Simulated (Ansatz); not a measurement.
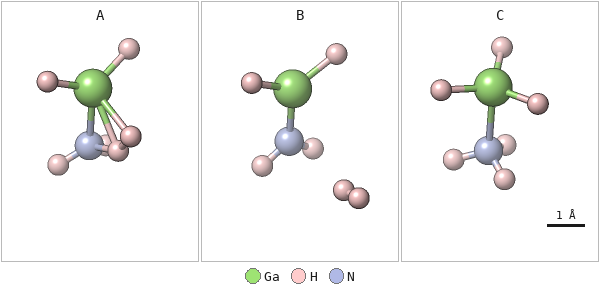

3 geometries from a converged minimum-energy path of GaNH₆, shuffled. The picture is a ball-and-stick view, seen from a free direction.

Computed with Ansatz, RKS BHLYP-D4/def2-SVP. Settings: 5 movable images; climbing image; force threshold 0.03 eV/Å; iteration limit 60; starting path through a guess of the saddle point.

One of them is the converged climbing image. Which?

Answer. A. In order along the path, whose images run from 0 to 6: C (image 1, +0.02 eV), A (image 3, +1.86 eV), B (image 5, +0.84 eV). Breaking: Ga–H (1.58 → 4.46 Å), H–N (1.01 → 2.68 Å). Forming: H–H (3.05 → 0.76 Å).

The run took 3.8 min on 1 thread of Arm Neoverse V1 (shared host), peak memory 0.15 GiB.
